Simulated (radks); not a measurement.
## Cd: atomic calculation

System: the neutral cadmium atom in the configuration [Kr] 4d10 5s0.5 5p1.5 (5s: 0.5 up, 0 down, 5p: 1.5 up, 0 down).
Method: non-relativistic Kohn-Sham, PBE, spin-polarised, spherical densities, point nucleus (the in-house radial solver radks).

**Results in brief**

| quantity | value |
| --- | --- |
| outcome | converged |
| total energy | −5466.8412 hartree |
| kinetic energy | 5464.5942 hartree |
| electron–nucleus energy | −13010.6425 hartree |
| Hartree energy | 2229.8833 hartree |
| exchange–correlation energy | −150.676222 hartree |
| radius at density 0.001 e/bohr³ | 4.82 bohr |
| SCF iterations | 14 |
| hardware | 1 CPU thread, shared host |

**Notes**

Relativity is left out, which matters for an atom this heavy.

**Input**
```
Z 48
configuration [Kr] 4d10 5s0.5 5p1.5
relativity non-relativistic
functional pbe,pbe
spin polarised
nucleus point
```

Energies in input and log are in hartree, lengths in bohr.

**Log**
```
1s      1   1.0000        -942.66618261
2s      1   1.0000        -137.03919104
2p      1   3.0000        -127.75906015
3s      1   1.0000         -25.50259673
3p      1   3.0000         -21.73298606
3d      1   5.0000         -14.75757206
4s      1   1.0000          -3.68801905
4p      1   3.0000          -2.48223626
4d      1   5.0000          -0.55205660
5s      1   0.5000          -0.26625955
5p      1   1.5000          -0.10293040
1s      2   1.0000        -942.66529153
2s      2   1.0000        -137.03925841
2p      2   3.0000        -127.75876662
3s      2   1.0000         -25.50196134
3p      2   3.0000         -21.73231305
3d      2   5.0000         -14.75711547
4s      2   1.0000          -3.68694705
4p      2   3.0000          -2.48052504
4d      2   5.0000          -0.54401451
5s      2   0.0000          -0.22067581
5p      2   0.0000          -0.04999761
Etot -5466.84117224042
Ekin 5464.594247044706
Encl -13010.642481012292
Eh 2229.883284197101
Exc -150.6762224699355
err 6.375107957984319e-09
it 14
```

**Orbitals**

| orbital | occupation | energy (eV) | ⟨r⟩ (bohr) | outer maximum (bohr) |
| --- | --- | --- | --- | --- |
| 1s up | 1 | −25651.3 | 0.03171 | 0.0210 |
| 1s down | 1 | −25651.2 | 0.03171 | 0.0210 |
| 2s down | 1 | −3729.0 | 0.1373 | 0.116 |
| 2s up | 1 | −3729.0 | 0.1373 | 0.116 |
| 2p up | 3 | −3476.5 | 0.1173 | 0.0913 |
| 2p down | 3 | −3476.5 | 0.1173 | 0.0913 |
| 3s up | 1 | −693.961 | 0.3712 | 0.336 |
| 3s down | 1 | −693.944 | 0.3712 | 0.336 |
| 3p up | 3 | −591.385 | 0.3628 | 0.323 |
| 3p down | 3 | −591.366 | 0.3628 | 0.323 |
| 3d up | 5 | −401.574 | 0.3346 | 0.266 |
| 3d down | 5 | −401.562 | 0.3346 | 0.266 |
| 4s up | 1 | −100.356 | 0.9101 | 0.822 |
| 4s down | 1 | −100.327 | 0.9097 | 0.822 |
| 4p up | 3 | −67.545 | 0.9742 | 0.857 |
| 4p down | 3 | −67.499 | 0.9731 | 0.857 |
| 4d up | 5 | −15.022 | 1.270 | 0.976 |
| 4d down | 5 | −14.803 | 1.255 | 0.974 |
| 5s up | 0.5 | −7.245 | 2.912 | 2.40 |
| 5s down | 0 | −6.005 | 2.853 | 2.37 |
| 5p up | 1.5 | −2.801 | 3.958 | 3.14 |

**Slater integrals of the outer shells (hartree)**

| integral | value |
| --- | --- |
| F0(5p,5p) | 0.2293 |
| F2(5p,5p) | 0.1187 |
| F0(5p,5s) | 0.2603 |
| G1(5p,5s) | 0.1610 |
| F0(5p,4d) | 0.2970 |
| F2(5p,4d) | 0.0653 |
| G1(5p,4d) | 0.0247 |
| G3(5p,4d) | 0.0198 |
| F0(5p,4p) | 0.3017 |
| F2(5p,4p) | 0.0467 |
| G0(5p,4p) | 0.0078 |
| G2(5p,4p) | 0.0097 |
| F0(5s,5s) | 0.3104 |
| F0(5s,4d) | 0.3870 |

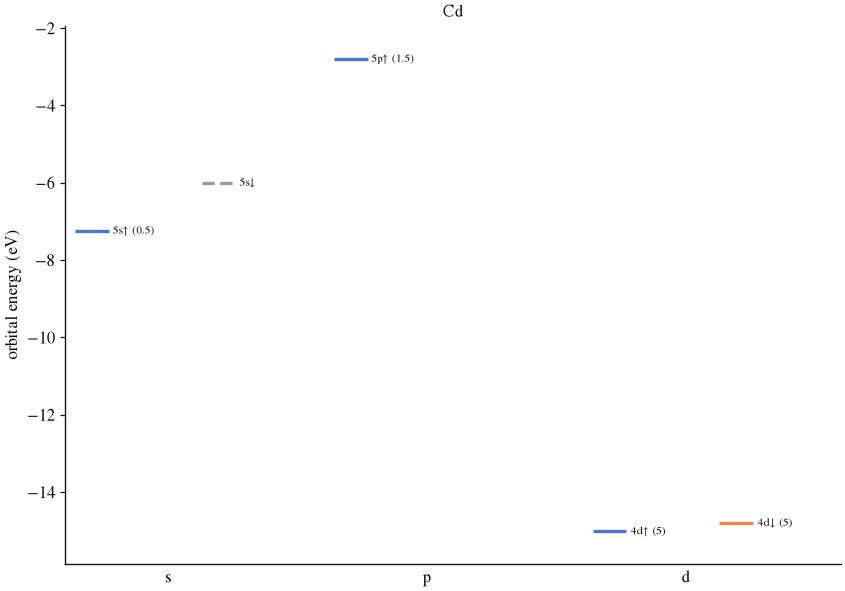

Figure 1. The outer levels are drawn by angular momentum (occupations in brackets, up spins at the left of each column and down spins at the right, empty levels dashed). The highest occupied level is 5p up at −2.80 eV. From the top down the occupied levels run 5p up (−2.80 eV), 5s up (−7.25 eV), 4d down (−14.8 eV), 4d up (−15.0 eV). The lowest empty level drawn is 5s down at −6.00 eV. The largest exchange splitting (down less up) among the shells drawn in both spins is that of 5s, 1.24 eV. The order isn't aufbau: the empty 5s down level lies under the highest occupied one.

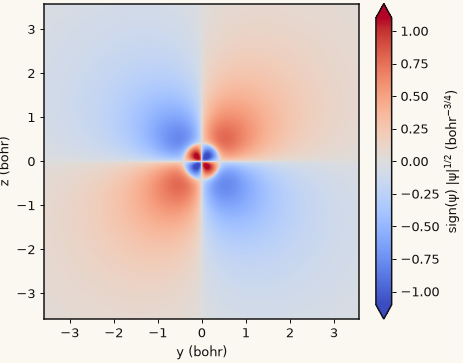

Figure 2. One occupied orbital of down spin is shown. In the yz plane through the nucleus, the colour gives the signed square root of ψ. The radial function comes from the spherical calculation and is multiplied by a real spherical harmonic; the overall sign is chosen so that the largest lobe of P(r) is positive. It is 4d(yz) of down spin. It has the nodal planes xy and xz and 1 radial node, at r = 0.415 bohr. The outermost maximum of P² lies at 0.974 bohr, ⟨r⟩ = 1.25 bohr, 90 % of the charge lies within 1.99 bohr, and the eigenvalue is −14.8 eV, with 5 electrons in the shell for this spin.

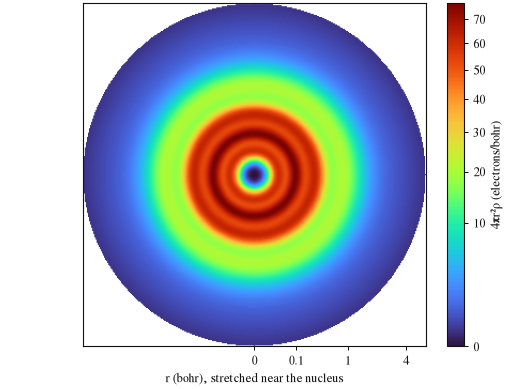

Figure 3. The radial density 4πr²ρ as a disc about the nucleus, with the radius drawn as r to the power 0.35. There are 4 maxima, at r = 0.0230, 0.0978, 0.284 and 0.855 bohr, parted by minima at 0.0440, 0.187 and 0.621 bohr, inside which lie 2.0, 11.3 and 28.9 electrons. The configuration has 5 principal shells, so not every shell has a maximum of its own.
